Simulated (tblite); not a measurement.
## Saddle-point search of C6H8O2Si

System: C6H8O2Si.
Method: GFN2-xTB saddle search (eigenvector following) and harmonic vibrations, gas phase (tblite 0.8.0).

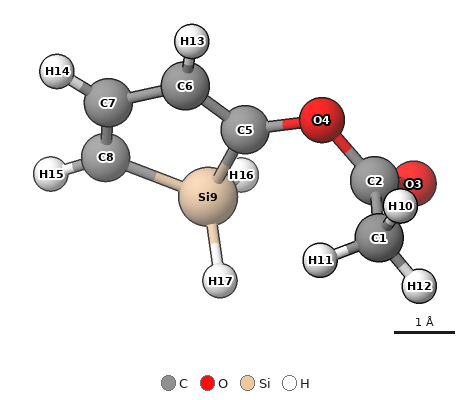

Fig. 1: The structure as given in the input (ball-and-stick view, seen at a tilt; atoms are numbered from 1 in the order of the input).

Summary

| quantity | value |
| --- | --- |
| outcome | converged |
| total energy | −727.1535 eV |
| point group | C1 |
| hardware | 1 CPU thread, shared host |
| wall time | 14 s |
| peak memory | 0.2 GiB |

The input
```
{"job": {"xc": "GFN2-xTB", "basis": "xTB", "kind": "saddle"}, "charge": 0, "multiplicity": 1}
C      2.780187    -0.154931     0.320284
C      1.841973    -0.853199    -0.621332
O      1.867526    -2.014208    -0.898896
O      0.953005     0.011725    -1.208361
C     -0.262676     0.197334    -0.599040
C     -1.036289     1.262577    -0.861591
C     -2.300033     1.282905    -0.148859
C     -2.574149     0.240112     0.649322
Si    -1.165114    -1.001986     0.578745
H      3.367634     0.566784    -0.245312
H      2.207240     0.395256     1.064537
H      3.437333    -0.873843     0.799078
H     -0.765245     2.059849    -1.535431
H     -2.954823     2.133873    -0.277001
H     -3.483851     0.183766     1.222207
H     -1.493545    -2.267492    -0.068363
H     -0.419174    -1.168522     1.830012
```

The first line tells a small driver script what to run in tblite; the rest is the geometry in Å.

Command:
```bash
OMP_NUM_THREADS=1 python <driver script> task.json out
```

What the program printed
```
step      E/eV     max force
  0    -727.15645   0.1877
  1    -727.15473   0.1012
  2    -727.15109   0.3534
  3    -727.15385   0.0579
  4    -727.15200   0.1223
  5    -727.15292   0.0280
  6    -727.15224   0.0223
  7    -727.15190   0.0764
  8    -727.15199   0.0188
  9    -727.15185   0.0277
 10    -727.15205   0.0281
 11    -727.15277   0.0251
 12    -727.15330   0.0657
 13    -727.15307   0.0091
 14    -727.15333   0.0212
 15    -727.15344   0.0193
 16    -727.15345   0.0010
lowest wavenumbers (cm-1): -109.2 43.9 83.0 116.5 167.8 280.4
```

Trajectory as extended XYZ (Å, eV, eV/Å), 12 frames, from step=0 to step=16
```
17
Properties=species:S:1:pos:R:3:forces:R:3 step=0 energy=-727.15645
C     2.7802   -0.1549    0.3203    0.0290   0.0010  -0.0410
C     1.8420   -0.8532   -0.6213   -0.0260  -0.0400  -0.0570
O     1.8675   -2.0142   -0.8989   -0.0500   0.0010   0.0600
O     0.9530    0.0117   -1.2084    0.0450   0.1510   0.1020
C    -0.2627    0.1973   -0.5990   -0.0610  -0.1020  -0.0650
C    -1.0363    1.2626   -0.8616    0.0080   0.0040  -0.0010
C    -2.3000    1.2829   -0.1489    0.0180   0.0100   0.0000
C    -2.5741    0.2401    0.6493    0.0060   0.0140  -0.0030
Si   -1.1651   -1.0020    0.5787    0.0130   0.0120  -0.0020
H     3.3676    0.5668   -0.2453    0.0090  -0.0040   0.0050
H     2.2072    0.3953    1.0645   -0.0160  -0.0150  -0.0020
H     3.4373   -0.8738    0.7991    0.0120  -0.0020   0.0020
H    -0.7652    2.0598   -1.5354    0.0050  -0.0040  -0.0030
H    -2.9548    2.1339   -0.2770   -0.0120  -0.0250  -0.0090
H    -3.4839    0.1838    1.2222    0.0090  -0.0120   0.0100
H    -1.4935   -2.2675   -0.0684    0.0200   0.0160   0.0040
H    -0.4192   -1.1685    1.8300   -0.0100  -0.0040   0.0000
17
Properties=species:S:1:pos:R:3:forces:R:3 step=1 energy=-727.15473
C     2.7464   -0.1744    0.3397    0.0050   0.0220  -0.0330
C     1.8417   -0.8514   -0.6512   -0.0050  -0.0490  -0.0270
O     1.8853   -2.0025   -0.9669   -0.0290   0.0740   0.0620
O     0.9566    0.0244   -1.2290    0.0320   0.0750   0.0600
C    -0.2569    0.2039   -0.6151   -0.0360  -0.0500  -0.0320
C    -1.0407    1.2604   -0.8833    0.0020   0.0000   0.0000
C    -2.2960    1.2815   -0.1561    0.0040  -0.0070   0.0070
C    -2.5509    0.2505    0.6642    0.0050   0.0200  -0.0130
Si   -1.1356   -0.9832    0.5922    0.0100   0.0100  -0.0050
H     3.3275    0.5883   -0.1799   -0.0240  -0.0460   0.0280
H     2.1419    0.3266    1.0964    0.0250  -0.0330  -0.0430
H     3.4108   -0.8983    0.8011    0.0070   0.0040  -0.0040
H    -0.7816    2.0497   -1.5712   -0.0010  -0.0060   0.0030
H    -2.9615    2.1229   -0.2916   -0.0070  -0.0180  -0.0050
H    -3.4522    0.1949    1.2504    0.0070  -0.0070   0.0010
H    -1.4584   -2.2588   -0.0373    0.0130   0.0100   0.0040
H    -0.3764   -1.1344    1.8376   -0.0070   0.0010  -0.0030
17
Properties=species:S:1:pos:R:3:forces:R:3 step=2 energy=-727.15109
C     2.7100   -0.1970    0.3595   -0.0240  -0.0360  -0.0890
C     1.8437   -0.8468   -0.6870    0.0310  -0.2030  -0.0570
O     1.9227   -1.9826   -1.0575   -0.0120   0.3260   0.1360
O     0.9544    0.0334   -1.2524    0.0350  -0.0040   0.0470
C    -0.2492    0.2178   -0.6211   -0.0220  -0.0120  -0.0160
C    -1.0464    1.2626   -0.8972    0.0090  -0.0060  -0.0010
C    -2.2961    1.2793   -0.1605   -0.0070  -0.0140   0.0150
C    -2.5331    0.2567    0.6764    0.0070   0.0270  -0.0210
Si   -1.1047   -0.9610    0.6109    0.0080   0.0060  -0.0060
H     3.3171    0.5711   -0.1213   -0.0350  -0.0440   0.0230
H     2.0814    0.2906    1.1034    0.0060  -0.0140  -0.0310
H     3.3538   -0.9339    0.8293    0.0020  -0.0070  -0.0090
H    -0.8027    2.0439   -1.6002   -0.0040  -0.0150   0.0110
H    -2.9748    2.1087   -0.3047    0.0030  -0.0180   0.0010
H    -3.4290    0.1975    1.2704    0.0040  -0.0010  -0.0020
H    -1.4101   -2.2494   -0.0017    0.0080   0.0120   0.0060
H    -0.3367   -1.0909    1.8536   -0.0090   0.0030  -0.0060
17
Properties=species:S:1:pos:R:3:forces:R:3 step=4 energy=-727.15200
C     2.7082   -0.1930    0.3576   -0.0010  -0.0100  -0.0250
C     1.8442   -0.8466   -0.6841    0.0070  -0.0690  -0.0180
O     1.9215   -1.9828   -1.0452   -0.0150   0.1110   0.0490
O     0.9560    0.0323   -1.2527    0.0140   0.0070   0.0210
C    -0.2499    0.2125   -0.6249   -0.0070  -0.0030  -0.0080
C    -1.0447    1.2596   -0.8979    0.0010  -0.0010  -0.0020
C    -2.2925    1.2795   -0.1585   -0.0040  -0.0040   0.0020
C    -2.5296    0.2581    0.6788    0.0010   0.0060  -0.0070
Si   -1.1061   -0.9650    0.6068    0.0030   0.0020  -0.0030
H     3.3141    0.5739   -0.1244   -0.0100  -0.0220   0.0110
H     2.0758    0.2974    1.0964    0.0140  -0.0100  -0.0130
H     3.3517   -0.9270    0.8327    0.0010  -0.0010  -0.0080
H    -0.7990    2.0410   -1.5996   -0.0030  -0.0030   0.0030
H    -2.9690    2.1108   -0.3001   -0.0030  -0.0070  -0.0020
H    -3.4235    0.2014    1.2759    0.0000  -0.0030  -0.0020
H    -1.4180   -2.2495   -0.0094    0.0050   0.0030   0.0030
H    -0.3393   -1.1027    1.8487   -0.0010   0.0040  -0.0010
17
Properties=species:S:1:pos:R:3:forces:R:3 step=5 energy=-727.15292
C     2.7153   -0.1876    0.3538    0.0070   0.0020  -0.0020
C     1.8418   -0.8466   -0.6746   -0.0040   0.0150   0.0110
O     1.9033   -1.9878   -1.0172   -0.0210  -0.0150   0.0070
O     0.9595    0.0356   -1.2474    0.0080   0.0240   0.0120
C    -0.2522    0.2080   -0.6287   -0.0060  -0.0030  -0.0030
C    -1.0441    1.2582   -0.8980   -0.0050   0.0010  -0.0010
C    -2.2913    1.2794   -0.1578   -0.0040  -0.0050  -0.0010
C    -2.5298    0.2570    0.6778   -0.0010   0.0020  -0.0050
Si   -1.1105   -0.9710    0.5996    0.0020   0.0030  -0.0020
H     3.3141    0.5793   -0.1351    0.0050  -0.0080   0.0010
H     2.0860    0.3038    1.0946    0.0170  -0.0070  -0.0030
H     3.3633   -0.9178    0.8280    0.0070  -0.0060  -0.0060
H    -0.7949    2.0418   -1.5956   -0.0040   0.0030   0.0000
H    -2.9651    2.1133   -0.2960   -0.0070  -0.0050  -0.0040
H    -3.4229    0.2015    1.2761    0.0000  -0.0040  -0.0040
H    -1.4289   -2.2519   -0.0202    0.0040  -0.0010   0.0020
H    -0.3435   -1.1151    1.8406    0.0010   0.0050  -0.0020
17
Properties=species:S:1:pos:R:3:forces:R:3 step=7 energy=-727.15190
C     2.6985   -0.2014    0.3625    0.0010  -0.0110  -0.0110
C     1.8473   -0.8432   -0.6962    0.0030  -0.0450  -0.0170
O     1.9424   -1.9705   -1.0791   -0.0110   0.0710   0.0260
O     0.9538    0.0344   -1.2577    0.0050  -0.0040   0.0100
C    -0.2478    0.2177   -0.6229    0.0000   0.0020  -0.0040
C    -1.0474    1.2602   -0.9001    0.0000  -0.0010  -0.0010
C    -2.2946    1.2784   -0.1599   -0.0030  -0.0010   0.0000
C    -2.5273    0.2596    0.6818    0.0000   0.0010  -0.0020
Si   -1.0984   -0.9572    0.6150    0.0010   0.0010   0.0000
H     3.3193    0.5599   -0.1082    0.0000  -0.0060   0.0020
H     2.0617    0.2928    1.0938    0.0020  -0.0030   0.0010
H     3.3292   -0.9431    0.8426    0.0020  -0.0050  -0.0030
H    -0.8064    2.0383   -1.6069   -0.0020  -0.0010   0.0010
H    -2.9754    2.1055   -0.3054   -0.0020  -0.0030  -0.0020
H    -3.4206    0.2016    1.2795   -0.0010  -0.0020  -0.0010
H    -1.4026   -2.2459    0.0035    0.0030   0.0020   0.0030
H    -0.3319   -1.0871    1.8578    0.0000   0.0040   0.0000
17
Properties=species:S:1:pos:R:3:forces:R:3 step=8 energy=-727.15199
C     2.7041   -0.1960    0.3596    0.0050  -0.0020  -0.0020
C     1.8453   -0.8439   -0.6886   -0.0010  -0.0050   0.0000
O     1.9288   -1.9760   -1.0572   -0.0130   0.0110   0.0080
O     0.9559    0.0352   -1.2542    0.0040   0.0090   0.0070
C    -0.2495    0.2141   -0.6253   -0.0020   0.0010  -0.0020
C    -1.0464    1.2594   -0.8992   -0.0020   0.0010  -0.0010
C    -2.2934    1.2785   -0.1586   -0.0030  -0.0020  -0.0020
C    -2.5277    0.2583    0.6809   -0.0010   0.0000  -0.0020
Si   -1.1025   -0.9627    0.6090    0.0010   0.0010  -0.0010
H     3.3223    0.5623   -0.1190    0.0020  -0.0060   0.0020
H     2.0700    0.3034    1.0901    0.0090  -0.0050   0.0000
H     3.3362   -0.9347    0.8424    0.0030  -0.0030  -0.0050
H    -0.8027    2.0397   -1.6025   -0.0030   0.0010   0.0000
H    -2.9718    2.1080   -0.3011   -0.0040  -0.0030  -0.0030
H    -3.4207    0.2011    1.2793   -0.0010  -0.0030  -0.0020
H    -1.4124   -2.2481   -0.0062    0.0040   0.0000   0.0020
H    -0.3353   -1.0986    1.8507    0.0010   0.0050   0.0000
17
Properties=species:S:1:pos:R:3:forces:R:3 step=10 energy=-727.15205
C     2.6942   -0.2059    0.3647    0.0010  -0.0040  -0.0030
C     1.8493   -0.8416   -0.7026    0.0010  -0.0160  -0.0060
O     1.9546   -1.9635   -1.0970   -0.0030   0.0270   0.0070
O     0.9519    0.0339   -1.2600    0.0020   0.0000   0.0030
C    -0.2467    0.2205   -0.6210    0.0000   0.0020  -0.0010
C    -1.0485    1.2606   -0.9008    0.0000   0.0000  -0.0010
C    -2.2959    1.2781   -0.1607   -0.0020  -0.0010  -0.0010
C    -2.5270    0.2605    0.6828    0.0000   0.0000  -0.0010
Si   -1.0953   -0.9530    0.6198    0.0010   0.0010   0.0010
H     3.3209    0.5543   -0.1002   -0.0010  -0.0040   0.0030
H     2.0554    0.2882    1.0941    0.0020  -0.0030   0.0000
H     3.3202   -0.9514    0.8452   -0.0010  -0.0020  -0.0020
H    -0.8097    2.0368   -1.6103   -0.0020   0.0000   0.0000
H    -2.9786    2.1031   -0.3086   -0.0020  -0.0020  -0.0020
H    -3.4205    0.2017    1.2802    0.0000  -0.0010  -0.0010
H    -1.3949   -2.2441    0.0110    0.0030   0.0010   0.0030
H    -0.3296   -1.0782    1.8635    0.0000   0.0040   0.0010
17
Properties=species:S:1:pos:R:3:forces:R:3 step=11 energy=-727.15277
C     2.6935   -0.2207    0.3687    0.0010  -0.0050  -0.0040
C     1.8499   -0.8353   -0.7121    0.0020  -0.0130  -0.0050
O     1.9571   -1.9492   -1.1282   -0.0020   0.0240   0.0070
O     0.9540    0.0496   -1.2565    0.0030  -0.0020   0.0030
C    -0.2455    0.2307   -0.6181   -0.0020   0.0030   0.0000
C    -1.0549    1.2634   -0.9040    0.0010  -0.0010   0.0000
C    -2.3040    1.2748   -0.1667   -0.0010  -0.0010   0.0000
C    -2.5291    0.2595    0.6813    0.0010   0.0000  -0.0010
Si   -1.0863   -0.9412    0.6296    0.0000   0.0010   0.0010
H     3.3297    0.5396   -0.0830   -0.0020  -0.0050   0.0030
H     2.0559    0.2695    1.1015    0.0000  -0.0030   0.0000
H     3.3108   -0.9783    0.8419   -0.0030   0.0010  -0.0030
H    -0.8213    2.0376   -1.6174   -0.0010  -0.0010   0.0000
H    -2.9934    2.0929   -0.3211    0.0000  -0.0030  -0.0010
H    -3.4238    0.1962    1.2765    0.0000  -0.0010  -0.0010
H    -1.3705   -2.2407    0.0315    0.0030   0.0030   0.0030
H    -0.3222   -1.0486    1.8762   -0.0010   0.0030  -0.0010
17
Properties=species:S:1:pos:R:3:forces:R:3 step=13 energy=-727.15307
C     2.6938   -0.2295    0.3706    0.0000  -0.0020  -0.0010
C     1.8501   -0.8314   -0.7170    0.0010  -0.0040  -0.0020
O     1.9567   -1.9408   -1.1447   -0.0010   0.0090   0.0010
O     0.9558    0.0596   -1.2536    0.0010  -0.0010   0.0010
C    -0.2450    0.2366   -0.6165   -0.0010   0.0010   0.0000
C    -1.0586    1.2650   -0.9059    0.0000  -0.0010   0.0000
C    -2.3087    1.2727   -0.1705   -0.0010   0.0000   0.0000
C    -2.5304    0.2588    0.6802    0.0000   0.0000   0.0000
Si   -1.0814   -0.9342    0.6352    0.0000   0.0010   0.0010
H     3.3340    0.5318   -0.0735    0.0000  -0.0020   0.0020
H     2.0571    0.2571    1.1066    0.0000  -0.0020   0.0000
H     3.3071   -0.9936    0.8382   -0.0010   0.0000  -0.0010
H    -0.8277    2.0381   -1.6214   -0.0010   0.0000   0.0000
H    -3.0020    2.0868   -0.3286    0.0000  -0.0010  -0.0010
H    -3.4259    0.1927    1.2739    0.0000   0.0000   0.0000
H    -1.3564   -2.2386    0.0434    0.0020   0.0010   0.0020
H    -0.3186   -1.0311    1.8835    0.0000   0.0020   0.0000
17
Properties=species:S:1:pos:R:3:forces:R:3 step=14 energy=-727.15333
C     2.6945   -0.2417    0.3732   -0.0010  -0.0030  -0.0020
C     1.8504   -0.8265   -0.7235    0.0010  -0.0100  -0.0040
O     1.9558   -1.9300   -1.1669   -0.0010   0.0200   0.0070
O     0.9583    0.0731   -1.2492    0.0030  -0.0030   0.0030
C    -0.2442    0.2445   -0.6142   -0.0020   0.0020  -0.0010
C    -1.0635    1.2671   -0.9087    0.0010  -0.0020   0.0000
C    -2.3151    1.2700   -0.1759   -0.0010   0.0000   0.0000
C    -2.5325    0.2583    0.6783    0.0010   0.0000  -0.0010
Si   -1.0749   -0.9246    0.6430   -0.0010   0.0000   0.0010
H     3.3365    0.5247   -0.0596   -0.0020  -0.0040   0.0020
H     2.0587    0.2354    1.1162    0.0010  -0.0030  -0.0030
H     3.3062   -1.0139    0.8298   -0.0030   0.0030  -0.0030
H    -0.8361    2.0385   -1.6271    0.0000  -0.0010   0.0000
H    -3.0136    2.0787   -0.3396    0.0010  -0.0020   0.0000
H    -3.4291    0.1886    1.2699    0.0000   0.0000   0.0000
H    -1.3373   -2.2357    0.0604    0.0010   0.0030   0.0020
H    -0.3141   -1.0066    1.8939   -0.0010   0.0010  -0.0020
17
Properties=species:S:1:pos:R:3:forces:R:3 step=16 energy=-727.15345
C     2.6949   -0.2556    0.3760    0.0000   0.0000   0.0000
C     1.8505   -0.8196   -0.7311    0.0000   0.0000   0.0000
O     1.9543   -1.9155   -1.1928    0.0000   0.0010   0.0000
O     0.9613    0.0900   -1.2440    0.0000   0.0000   0.0000
C    -0.2433    0.2542   -0.6115    0.0000   0.0000   0.0000
C    -1.0694    1.2697   -0.9113    0.0000   0.0000   0.0000
C    -2.3228    1.2661   -0.1816    0.0000   0.0000   0.0000
C    -2.5347    0.2562    0.6764    0.0000   0.0000   0.0000
Si   -1.0668   -0.9136    0.6517    0.0000   0.0000   0.0000
H     3.3479    0.5074   -0.0459    0.0000   0.0000   0.0000
H     2.0612    0.2209    1.1209    0.0000   0.0000   0.0000
H     3.2958   -1.0394    0.8268    0.0000   0.0000   0.0000
H    -0.8463    2.0398   -1.6324    0.0000   0.0000   0.0000
H    -3.0275    2.0680   -0.3510    0.0000   0.0000   0.0000
H    -3.4325    0.1817    1.2654    0.0000   0.0000   0.0000
H    -1.3139   -2.2320    0.0794    0.0000   0.0000   0.0000
H    -0.3087   -0.9783    1.9051    0.0000   0.0000   0.0000
```
